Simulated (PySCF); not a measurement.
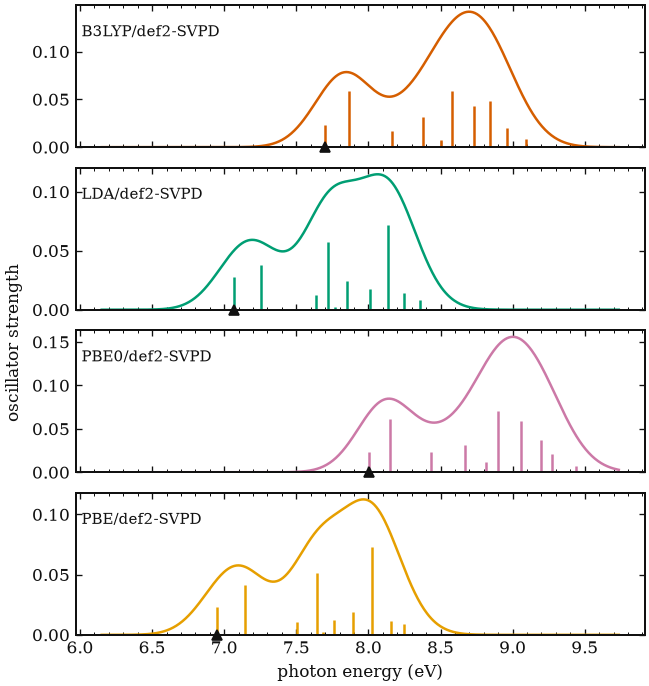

Vertical TDDFT spectra of SiH₄O₃, SMILES O[SiH](O)O at one geometry and several levels (PySCF 2.14.0, at a PBE0-D3(BJ)/def2-SVP geometry (no frequency check)); sticks with Gaussians of 1/e half-width 0.25 eV, the triangle marks S1, which has the same leading orbital pair at all these levels. Only the lowest states were computed, so the high end is incomplete.

Order the levels by their S1 energy.

From lowest to highest: PBE/def2-SVPD 6.95 eV, LDA/def2-SVPD 7.07 eV, B3LYP/def2-SVPD 7.70 eV, PBE0/def2-SVPD 8.00 eV; a spread of 1.05 eV.

Limits of at least one run: core orbitals are frozen in the response; states above the negative HOMO energy depend on the basis.
